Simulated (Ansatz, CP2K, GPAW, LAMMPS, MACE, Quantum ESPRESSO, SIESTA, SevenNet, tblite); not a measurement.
# GPAW runs on glassy 70P2O5-10Al2O3-20CaO (mol %) (58 atoms)

Aim: run glassy 70P2O5-10Al2O3-20CaO (mol %) (58 atoms) in GPAW and see how near its forces come to a plane-wave reference, and at what cost.

Calculated with GPAW 26.7.0; the method is named at each step.

**1. Set-up**

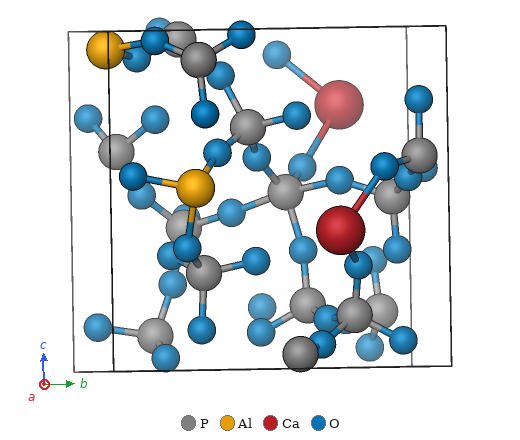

The cell as given, slightly off an axis (phosphorus grey, aluminium orange, calcium red, oxygen blue). Bonds to atoms that aren't drawn are left out.

The cell holds 58 atoms: 14 P, 2 Al, 2 Ca and 40 O. Its edges and angles: a = 9.332 Å, b = 9.332 Å, c = 9.332 Å, α = 90.0°, β = 90.0°, γ = 90.0°. 58 atoms (14 P, 2 Al, 2 Ca, 40 O) placed at random at 2.49 g/cm³, melted at 4000 K for 10 ps at fixed volume with the Morse and Coulomb pair potential with partial charges (Pedone, Malavasi, Menziani, Cormack and Segre, J. Phys. Chem. B 110, 11780 (2006)). Quenched from 4000 K to 300 K at 5 K/ps and fixed volume, held 10 ps at zero pressure.

The yardstick, on the same geometry:

* method: Kohn-Sham DFT, PBE, PAW, plane waves (Ansatz 0.2.0); cutoff 420 eV, Γ point, fermi-dirac smearing of 0.05 eV; PAW set soft_2
* r.m.s. force component: 1.701 eV/Å
* longest force: 7.519 eV/Å
* pressure: 1.597 GPa
* gap (highest filled to lowest empty level): 0.6959 eV
* SCF cycles: 10
* time: 5.6 s on 4 threads of Arm Neoverse V2, shared host
* CPU time: 21 s

**2. PBE, LCAO dzp, h 0.18 Å**

Method: Kohn-Sham DFT, PBE, PAW, atomic orbitals (dzp).

The input, run.py:

```python
import numpy as np
from ase.io import read
from gpaw import GPAW, FermiDirac

atoms = read("structure.xyz")
atoms.calc = GPAW(
    mode="lcao",
    basis="dzp",
    h=0.18,
    xc="PBE",
    kpts={"size": (1, 1, 1), "gamma": True},
    occupations=FermiDirac(0.05),
    maxiter=200,
    symmetry={"point_group": False},
    txt="gpaw.txt",
)
energy = atoms.get_potential_energy(force_consistent=True)
forces = atoms.get_forces()
print(f"energy {energy:.6f} eV")
print("forces (eV/A)")
for i, (a, f) in enumerate(zip(atoms, forces)):
    print(f"{i:4d} {a.symbol:2s} {f[0]:10.5f} {f[1]:10.5f} {f[2]:10.5f}")
print(f"Fermi level {atoms.calc.get_fermi_level():.4f} eV")
for k in range(len(atoms.calc.get_ibz_k_points())):
    for s in range(atoms.calc.get_number_of_spins()):
        e = atoms.calc.get_eigenvalues(kpt=k, spin=s)
        n = np.searchsorted(e, atoms.calc.get_fermi_level())
        print(f"k {k} spin {s} levels about the Fermi level:", np.round(e[max(n - 6, 0):n], 4).tolist(), "|", np.round(e[n:n + 6], 4).tolist())
```

The input, structure.xyz:

```xyz
58
Lattice="9.33176 0.00000 0.00000 0.00000 9.33176 0.00000 0.00000 0.00000 9.33176" Properties=species:S:1:pos:R:3 pbc="T T T"
P 8.97099 5.21141 0.39641
P 2.28423 1.99214 0.95623
P 9.13038 2.51314 8.50917
P 4.82265 8.29789 4.67335
P 3.46768 5.52020 4.83926
P 1.68513 8.27914 1.51828
P 5.76451 4.24026 6.63889
P 6.69647 6.98660 1.44138
P 7.65578 8.74022 5.78886
P 5.85904 2.94660 2.65685
P 3.79532 6.03914 1.72722
P 1.77499 2.88967 3.90954
P 2.80466 0.94129 6.01759
P 5.04858 2.43932 9.07822
Al 8.17639 2.48299 4.99165
Al 7.18350 0.17954 8.82635
Ca 9.27745 6.33841 3.77106
Ca 0.94671 7.32823 7.20766
O 3.59301 1.93373 6.88647
O 8.33112 1.40798 9.04957
O 2.23654 6.13199 5.50900
O 0.33342 3.12334 4.16962
O 4.64106 8.43376 3.22095
O 5.78550 2.86840 1.09704
O 7.24863 7.05145 2.80559
O 1.94810 2.53525 2.36280
O 4.47980 4.61885 5.80594
O 3.57509 5.96094 3.23999
O 8.55256 3.77274 9.17835
O 7.51533 8.76066 7.32674
O 2.77695 7.20664 1.30813
O 0.49682 5.68715 8.60388
O 8.70998 7.64747 5.50378
O 0.41293 5.17353 1.68662
O 1.19167 2.37260 9.29079
O 7.70598 5.95357 0.65229
O 0.62541 8.10342 0.54283
O 8.17835 0.76156 5.34327
O 2.63706 4.11036 4.29625
O 5.38265 3.54887 8.06432
O 9.21661 2.65479 7.02066
O 4.41700 6.90466 5.14413
O 6.79436 8.31068 0.72573
O 6.69600 3.27601 5.95002
O 1.83098 0.28919 6.94554
O 5.83058 4.39153 2.96582
O 6.52383 5.49967 6.93686
O 3.67727 2.10702 0.34509
O 4.64666 2.19343 3.14611
O 2.20957 1.68980 4.81453
O 7.08066 2.35142 3.35355
O 3.89517 9.28407 5.44060
O 5.25611 6.40719 1.34415
O 2.20593 0.42021 1.21126
O 5.77356 1.19642 8.58494
O 3.42074 4.78197 1.00671
O 1.22321 8.16268 2.93027
O 6.23016 8.58093 5.20292
```

On the command line:

```sh
$ OMP_NUM_THREADS=1 python run.py > output.txt
```

Output:

```text
energy -366.369717 eV
forces (eV/A)
   0 P     4.89571   -0.29203    0.42251
   1 P    -0.64745   -3.89926    1.13752
   2 P     0.27823    2.12645   -3.00034
   3 P    -2.81638   -0.41107   -3.82343
   4 P     1.56396    1.46541    0.22951
   5 P    -1.97476   -0.24789    2.41366
   6 P     2.92661    3.18012   -0.82612
   7 P     2.15471   -0.69402    1.04248
   8 P     1.71078    0.19184    0.92896
   9 P    -2.90303    0.08320    5.44354
  10 P    -1.74847   -2.85319   -0.97849
  11 P     4.10390    0.79259    1.54396
  12 P     4.13737    1.72292    6.16708
  13 P     4.60739    0.03966    0.87965
  14 Al   -3.54652    0.15286   -0.32646
  15 Al   -1.22082   -1.11603    0.55845
  16 Ca    0.17365    0.23344   -1.39054
  17 Ca    0.51549    0.41517    0.58345
  18 O     0.16283    0.68368   -0.63468
  19 O    -0.62980   -2.50539    2.20315
  20 O    -2.06281    0.04517    0.65975
  21 O    -3.09032    0.95348    0.20096
  22 O     0.41549    0.66146   -1.87618
  23 O     1.04474   -0.23694   -5.90606
[...]
50 O     4.55779   -1.80251    1.19148
  51 O    -0.27765   -0.01244    0.57506
  52 O     0.53763    0.75894   -1.64976
  53 O     2.13577    3.14710   -0.53239
  54 O    -1.18449   -1.15478   -0.49215
  55 O    -0.11577   -0.15736   -0.63543
  56 O    -0.40716    0.00433    2.91562
  57 O     1.61019    0.08033    0.71067
Fermi level 4.1465 eV
k 0 spin 0 levels about the Fermi level: [2.2, 2.2525, 2.5448, 3.0333, 3.4725, 3.9464] | [4.3465, 5.4111, 6.1883, 6.6472, 6.7849, 7.0489]
```

gpaw.txt:

```text
Input parameters:
  mode=LCAO(),
  basis={'default': 'dzp'},
  h=0.18,
  kpts=MonkhorstPack(size=(1, 1, 1), gamma=True),
  maxiter=200,
  occupations=Occupations(name='fermi-dirac', width=0.05, fixmagmom=False),
  symmetry=Symmetry(point_group=False),
  xc=XC(name='PBE')
Unit cell  # Å
| periodic |        x |        y |        z |  lengths |    angles |
|----------|----------|----------|----------|----------|-----------|
|      yes | 9.331760 | 0.000000 | 0.000000 | 9.331760 | 90.000000 |
|      yes | 0.000000 | 9.331760 | 0.000000 | 9.331760 | 90.000000 |
|      yes | 0.000000 | 0.000000 | 9.331760 | 9.331760 | 90.000000 |
Number of symmetries: 1
Symmetry operations  # r_c * U_cc + t_c -> r_c
|   | kind |            matrix            |
|---|------|------------------------------|
| 0 |  E   |  1, 0, 0,  0, 1, 0,  0, 0, 1 |
BZ-sampling:
  Number of BZ points: 1
  Number of IBZ points: 1
  Monkhorst-Pack size: [1, 1, 1]
  Monkhorst-Pack shift: [0, 0, 0]
[... lines left out ...]
density mixing:
  MSR1-Mixer
occupation numbers:
  Fermi-Dirac:
    width: 0.0500  # eV
FastPoissonSolver using
    Stencil: 6*3+1=19 point O(h^6) finite-difference Laplacian
xc functional:
  name: PBE with 2 nearest neighbor stencil
interpolation: tri-quintic # 5. degree polynomial
Initialization done in: 5.723 s
convergence criteria:
- Maximum [total energy] change in last 3 cyles: 0.0005 eV / valence electron
- Maximum integral of absolute [dens]ity change: 0.0001 electrons / valence electron
- Maximum integral of absolute [eigenst]ate change: 4e-08 eV^2 / valence electron
maximum number of iterations: 200
SCF iterations
|iter     |      energy | eigst |  dens |
|---------|-------------|-------|-------|
|iter:   1| -413.671281 |      c|       |
|iter:   2| -402.300330 |      c| -0.81 |
|iter:   3| -366.398794 |      c| -0.86 |
|iter:   4| -366.347925 |      c| -1.49 |
|iter:   5| -366.389042c|      c| -1.81 |
|iter:   6| -366.429726c|      c| -2.17 |
|iter:   7| -366.379295c|      c| -2.46 |
|iter:   8| -366.361554c|      c| -2.77 |
|iter:   9| -366.359708c|      c| -3.28 |
|iter:  10| -366.360675c|      c| -3.70 |
|iter:  11| -366.360713c|      c| -4.22c|
Converged in 11 steps
SCF loop duration: 48.199 s (4.382 s/step)
Energy contributions relative to reference atoms: (reference = -262103.468261)
Energy contributions:
  Kinetic:         354.820947
  Coulomb:        -256.817142
  Zero:              4.078173
  External:          0.000000
  Xc:             -468.433687
  Entropy:          -0.018008
  Spinorbit:         0.000000
  ----------------------------
  Free energy:    -366.369717
  Extrapolated:   -366.360713
dipole moment: (59.963081, 8.855518, 50.241377)  # |e|*Ang
Fermi level: 4.146
Eigenvalues  # (at kpt = [0.000, 0.000, 0.000])
| band index |      eig [eV] | occ [0-2] |
|------------|---------------|-----------|
|          0 |       -37.337 |     2.000 |
|        ... |               |           |
|        160 |         1.884 |     2.000 |
|        161 |         2.119 |     2.000 |
[...]
|        175 |         7.380 |     0.000 |
|        ... |               |           |
|        205 |        10.361 |     0.000 |
Gap: 0.400 eV
Transition (v -> c):
  (s=0, k=0, n=167, [0.00, 0.00, 0.00]) -> (s=0, k=0, n=168, [0.00, 0.00, 0.00])
No difference between direct/indirect transitions
Force computation time: 9.255  # s
timing:  # [seconds]
  Total:  63.200  # ━━━━━━━━━━━━━━━━━━━━━━━━━━━━━━━━━━━━━━━━━━━━━━━━━━━━━━━━━
  Init:    5.722  # ━━━━━
  SCF:    48.199  # ━━━━━━━━━━━━━━━━━━━━━━━━━━━━━━━━━━━━━━━━━━━╸
  Forces:  9.256  # ━━━━━━━━╸
```

The job ended after 66 s (1 thread of Arm Neoverse V2, shared host; peak memory 1 GiB).

Banners, paths, timers and routine set-up lines are dropped from the logs unmarked, and long logs keep their key lines alone; longer cuts are marked.

Compared with the plane-wave run:

```
r.m.s. force component                           : 1.942 eV/Å
r.m.s. difference of force components            : 570.8 meV/Å
longest difference of force vectors              : 1793 meV/Å
force difference over r.m.s. force               : 33.55 %
slope of forces against the reference's          : 1.095
correlation of force components                  : 0.9595
gap (highest filled to lowest empty level) : 0.4001 eV
gap difference                                   : -0.2958 eV
```

This run lies far from the reference in forces at the same functional.

Length of the force difference by element (eV/Å):

```tsv
element	atoms	mean	most
Al	2	0.26	0.37
Ca	2	0.16	0.18
O	40	1.1	1.8
P	14	0.36	0.83
```

Levels nearest the highest filled one (eV from it): -1.75, -1.69, -1.40, -0.91, -0.47, 0.00, 0.40, 1.46, 2.24, 2.70, 2.84, 3.10.

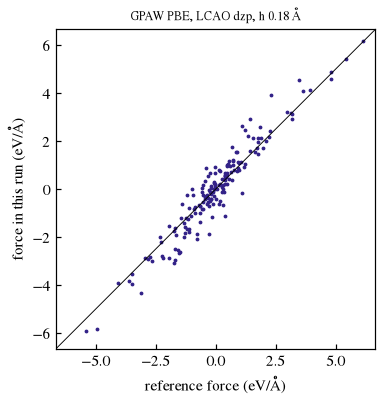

Force components against those of the reference; the line marks equality.

A closer look about P13, which bears the longest force: 9 atoms, nearest first, numbered in the order of the input, with positions taken from that point.

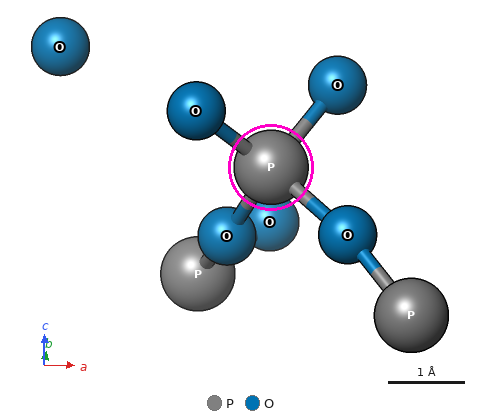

The atoms of the table, within 3.6 Å (arrows a, b, c point along x, y, z); some may hide others; the central atom is ringed.

```tsv
atom	x	y	z	distance (Å)	bonds	Fx	Fy	Fz (eV/Å)
P13	0.00	0.00	0.00	0.00	4	4.14	1.72	6.17
O45	-0.97	-0.65	0.93	1.49	2	-2.65	-2.87	0.01
O19	0.79	0.99	0.87	1.54	1	0.16	0.68	-0.63
O50	-0.60	0.75	-1.20	1.54	2	-1.93	0.39	-3.97
O52	1.09	-0.99	-0.58	1.58	2	-0.28	-0.01	0.58
P12	-1.03	1.95	-2.11	3.05	4	4.10	0.79	1.54
P4	2.02	-1.98	-1.34	3.13	4	-2.82	-0.41	-3.82
O41	-2.92	1.71	1.00	3.53	1	0.54	0.16	-1.10
O39	-0.17	3.17	-1.72	3.61	2	-0.79	-1.52	-0.73
```

Atoms are counted from 1 here, from 0 in the log.

Forces lie 34 % from the reference's, at 3.1 times its CPU time (on 1 against 4 cores).

The difference per atom is largest on O (1.1 eV/Å on average, against 0.36 on P).

**3. revPBE, LCAO dzp, h 0.18 Å**

Method: Kohn-Sham DFT, revPBE, PAW, atomic orbitals (dzp).

Edit run.py of step 2 so:

```diff
@@ -9,3 +9,3 @@
     h=0.18,
-    xc="PBE",
+    xc="revPBE",
     kpts={"size": (1, 1, 1), "gamma": True},
```

structure.xyz is that of step 2.

Output:

```text
energy -348.581881 eV
forces (eV/A)
   0 P     4.93616   -0.30405    0.44560
   1 P    -0.66271   -3.92926    1.13956
   2 P     0.29239    2.15284   -3.01392
   3 P    -2.83312   -0.39886   -3.85119
   4 P     1.58019    1.46646    0.24488
   5 P    -1.99903   -0.23410    2.42099
   6 P     2.92274    3.20370   -0.82275
   7 P     2.16154   -0.70398    1.04252
   8 P     1.69854    0.18690    0.91989
   9 P    -2.94179    0.08405    5.48315
  10 P    -1.75785   -2.87138   -1.01680
  11 P     4.14226    0.78329    1.55876
  12 P     4.16102    1.71726    6.21670
  13 P     4.63197    0.04577    0.90243
  14 Al   -3.57760    0.19209   -0.32419
  15 Al   -1.24054   -1.14543    0.59228
  16 Ca    0.17487    0.14978   -1.37603
  17 Ca    0.56161    0.43165    0.62148
  18 O     0.19138    0.75145   -0.61123
  19 O    -0.61082   -2.53923    2.29368
  20 O    -2.14215    0.04834    0.72075
  21 O    -3.16676    1.02821    0.17790
  22 O     0.41574    0.72754   -1.98973
  23 O     1.10414   -0.21953   -5.98407
[...]
50 O     4.69359   -1.90048    1.17174
  51 O    -0.26586   -0.01582    0.60903
  52 O     0.53993    0.75967   -1.73983
  53 O     2.20010    3.15690   -0.54261
  54 O    -1.24138   -1.23440   -0.55523
  55 O    -0.15447   -0.20168   -0.72972
  56 O    -0.43244    0.07186    3.05440
  57 O     1.63510    0.09924    0.71982
Fermi level 4.3051 eV
k 0 spin 0 levels about the Fermi level: [2.3361, 2.3838, 2.6853, 3.1876, 3.6298, 4.1026] | [4.5077, 5.5704, 6.3474, 6.8854, 6.9828, 7.2192]
```

gpaw.txt:

```text
Input parameters:
  mode=LCAO(),
  basis={'default': 'dzp'},
  h=0.18,
  kpts=MonkhorstPack(size=(1, 1, 1), gamma=True),
  maxiter=200,
  occupations=Occupations(name='fermi-dirac', width=0.05, fixmagmom=False),
  symmetry=Symmetry(point_group=False),
  xc=XC(name='revPBE')
Unit cell  # Å
| periodic |        x |        y |        z |  lengths |    angles |
[... lines left out ...]
  Fermi-Dirac:
[... lines left out ...]
convergence criteria:
- Maximum [total energy] change in last 3 cyles: 0.0005 eV / valence electron
[... lines left out ...]
Converged in 11 steps
[... lines left out ...]
  Free energy:    -348.581881
  Extrapolated:   -348.573224
dipole moment: (60.032933, 8.858963, 50.364420)  # |e|*Ang
Fermi level: 4.305
Eigenvalues  # (at kpt = [0.000, 0.000, 0.000])
| band index |      eig [eV] | occ [0-2] |
|------------|---------------|-----------|
|          0 |       -37.379 |     2.000 |
|        ... |               |           |
|        160 |         2.029 |     2.000 |
|        161 |         2.264 |     2.000 |
[...]
|        175 |         7.565 |     0.000 |
|        ... |               |           |
|        205 |        10.581 |     0.000 |
Gap: 0.405 eV
Transition (v -> c):
  (s=0, k=0, n=167, [0.00, 0.00, 0.00]) -> (s=0, k=0, n=168, [0.00, 0.00, 0.00])
No difference between direct/indirect transitions
Force computation time: 9.173  # s
timing:  # [seconds]
  Total:  62.852  # ━━━━━━━━━━━━━━━━━━━━━━━━━━━━━━━━━━━━━━━━━━━━━━━━━━━━━━━━━
  Init:    5.659  # ━━━━━
  SCF:    48.000  # ━━━━━━━━━━━━━━━━━━━━━━━━━━━━━━━━━━━━━━━━━━━╸
  Forces:  9.173  # ━━━━━━━━╸
```

The job ended after 64 s (1 thread; peak memory 1 GiB).

Against the reference:

```yaml
r_m_s_force_component: 1.976 eV/Å
r_m_s_difference_of_force_components: 612.5 meV/Å
longest_difference_of_force_vectors: 1920 meV/Å
force_difference_over_r_m_s_force: 36 %
slope_of_forces_against_the_reference_s: 1.11
correlation_of_force_components: 0.9554
spacing_of_highest_filled_and_lowest_empty_level: 0.4051 eV
gap_difference: -0.2908 eV
```

Against the first run (34 %), the force difference from the reference is 36 %, at 0.99 times the CPU time; the model has changed, so this is no error of the program alone.

The difference per atom is largest on O (1.1 eV/Å on average, against 0.37 on P).

(Continued in part 2 of 2.)

[Also dropped from logs without a mark: logging warnings of Python, and SIESTA's first energy breakdown and zero terms.]

[Logs are printed without paths, hosts, clocks, repeated set-up lines and the standing remarks that a program may print on its own settings, such as how far it seeks lower states.]

[Hosts, paths, dates, database ids (printed as entryN), source tags and the programs' standing remarks are cut or masked in the printed files.]
